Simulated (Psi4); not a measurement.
# M06-2X/aug-pcseg-2 (sweep point 3) run of BrF (SMILES FBr)

What is the vertical ionisation energy of BrF at M06-2X/aug-pcseg-2 (sweep point 3)? 

The results are computed with Psi4 1.11.

**1. Starting point**

The species is BrF (2 atoms), meant as a singlet with charge 0. SMILES: `FBr`. Geometry: relaxed at GFN2-xTB.

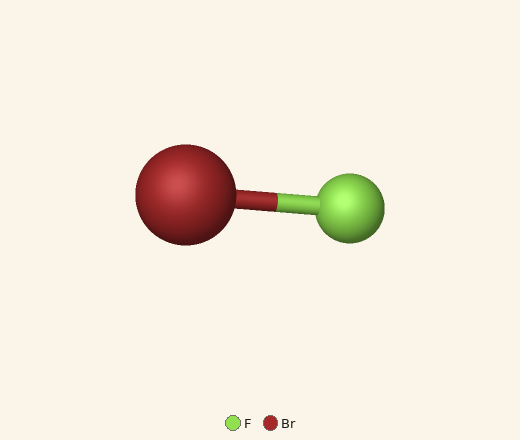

The structure, seen from a chosen angle (fluorine green, bromine red).

**2. The energy at M06-2X/aug-pcseg-2 (sweep point 3)**

brf.in

```
memory 1600 MB

molecule geom {
  F      0.00000000     0.00000000     0.00000000
  Br     0.00000000     0.00000000     3.40139364
  units bohr
  symmetry c1
}

set puream true
set scf_type pk
set dft_radial_points 99
set dft_spherical_points 590

e_tot, wfn = energy("m06-2x/aug-pcseg-2", return_wfn=True)
print_variables()
```

On the command line:

```sh
psi4 brf.in brf.out -n 1
```

brf.out:

```text
[...]
  Running in c1 symmetry.
[...]
  Nuclear repulsion =   92.609098898650259
[...]
  Multiplicity = 1
[...]
  Nalpha       = 22
  Nbeta        = 22
[...]
    Number of basis functions: 105
[...]
   @RKS iter   1: -2673.86780342995189   -1.67150e+00   9.87931e-03 DIIS/ADIIS
[...]
   @RKS iter   7: -2674.03624453985958   -1.57787e-07   9.91213e-07 DIIS
[...]
    Orbital Energies [Eh]
    ---------------------
    Doubly Occupied:
       1A   -485.352982     2A    -63.367753     3A    -57.188283
       4A    -57.183223     5A    -57.183223     6A    -25.275558
       7A     -9.087586     8A     -6.919414     9A     -6.901133
      10A     -6.901133    11A     -2.953970    12A     -2.947403
      13A     -2.947403    14A     -2.930550    15A     -2.930550
      16A     -1.346221    17A     -0.887045    18A     -0.573670
      19A     -0.560643    20A     -0.560643    21A     -0.382490
      22A     -0.382490
[...]
  @RKS Final Energy: -2674.03624453985958
   => Energetics <=
    Nuclear Repulsion Energy =             92.6090988986502595
    One-Electron Energy =               -3905.9089312616192728
    Two-Electron Energy =                1187.2948850931186371
    DFT Exchange-Correlation Energy =     -48.0312972700090199
    Empirical Dispersion Energy =           0.0000000000000000
    VV10 Nonlocal Energy =                  0.0000000000000000
    Total Energy =                      -2674.0362445398591262
[...]
 Multipole Moments:
 ------------------------------------------------------------------------------------
     Multipole            Electronic (a.u.)      Nuclear  (a.u.)        Total (a.u.)
 ------------------------------------------------------------------------------------
 L = 1.  Multiply by 2.5417464519 to convert [e a0] to [Debye]
 Dipole X            :         -0.0000000            0.0000000           -0.0000000
 Dipole Y            :         -0.0000000            0.0000000           -0.0000000
 Dipole Z            :          2.1818566           -1.5743408            0.6075158
 Magnitude           :                                                    0.6075158
[...]
```

Wall time 7.2 s (1 thread of AMD EPYC 9R45 (Zen 5), shared host); peak memory 0.7 GiB.

**3. The doublet cation**

calc.dat

```
memory 1.6 GB

molecule {
  1 2
  F      0.00000000     0.00000000     0.00000000
  Br     0.00000000     0.00000000     3.40139364
  units bohr
  symmetry c1
}

set basis aug-pcseg-2
set reference uks
set puream true
set scf_type pk
set dft_radial_points 99
set dft_spherical_points 590
set maxiter 150

E, wfn = energy("m06-2x", return_wfn=True)
```

On the command line:

```sh
psi4 -n 1 calc.dat calc.out
```

calc.out:

```text
[...]
  Running in c1 symmetry.
[...]
  Nuclear repulsion =   92.609098898650259
[...]
  Multiplicity = 2
[...]
  Nalpha       = 22
  Nbeta        = 21
[...]
    Number of basis functions: 105
[...]
   @UKS iter   1: -2673.46684980867440   -1.27055e+00   8.91842e-03 DIIS/ADIIS
[...]
   @UKS iter  11: -2673.59322614997882   -1.63316e-07   2.46730e-07 DIIS
[...]
   @S^2 Observed:                7.561307035E-01
[...]
    Orbital Energies [Eh]
    ---------------------
    Alpha Occupied:
       1A   -485.750091     2A    -63.760655     3A    -57.582349
       4A    -57.579557     5A    -57.574181     6A    -25.601484
       7A     -9.479344     8A     -7.308467     9A     -7.303772
      10A     -7.285202    11A     -3.345046    12A     -3.344242
      13A     -3.327179    14A     -3.327028    15A     -3.321540
      16A     -1.658193    17A     -1.258897    18A     -0.887625
      19A     -0.881792    20A     -0.865670    21A     -0.759039
      22A     -0.719911
    Alpha Virtual:
      23A     -0.414426    24A     -0.155599    25A     -0.122002
[...]
  @UKS Final Energy: -2673.59322614997882
   => Energetics <=
    Nuclear Repulsion Energy =             92.6090988986502595
    One-Electron Energy =               -3889.8204655864637971
    Two-Electron Energy =                1171.4699138863682037
    DFT Exchange-Correlation Energy =     -47.8517733485332712
    Empirical Dispersion Energy =           0.0000000000000000
    VV10 Nonlocal Energy =                  0.0000000000000000
    Total Energy =                      -2673.5932261499783635
[...]
 Multipole Moments:
 ------------------------------------------------------------------------------------
     Multipole            Electronic (a.u.)      Nuclear  (a.u.)        Total (a.u.)
 ------------------------------------------------------------------------------------
 L = 1.  Multiply by 2.5417464519 to convert [e a0] to [Debye]
 Dipole X            :         -0.0000000            0.0000000           -0.0000000
 Dipole Y            :         -0.0000000            0.0000000           -0.0000000
 Dipole Z            :          2.3391311           -1.5743408            0.7647904
 Magnitude           :                                                    0.7647904
[...]
```

Run time: 15 s. Hardware: 1 thread of AMD EPYC 9R45 (Zen 5), shared host; peak memory 0.7 GiB.

**4. What came out**

Level: M06-2X/aug-pcseg-2 (sweep point 3).

| quantity | value |
| --- | --- |
| singlet BrF: total energy | -2674.03624 Eh |
| singlet BrF: dipole moment | 1.54 D |
| singlet BrF: HOMO energy | -10.41 eV |
| singlet BrF: LUMO energy | -2.61 eV |
| singlet BrF: HOMO–LUMO gap | 7.80 eV |
| doublet cation: total energy | -2673.59323 Eh |
| doublet cation: HOMO energy (highest over α and β) | -19.17 eV |
| doublet cation: LUMO energy (lowest over α and β) | -13.41 eV |
| doublet cation: ⟨S²⟩ | 0.756 |
| vertical ionisation energy (to the doublet cation) | 12.055 eV |

What this shows: The vertical ionisation energy comes to 12.06 eV (1163 kJ/mol). The negative HOMO energy of the first species, 10.41 eV, lies 1.65 eV below that difference.
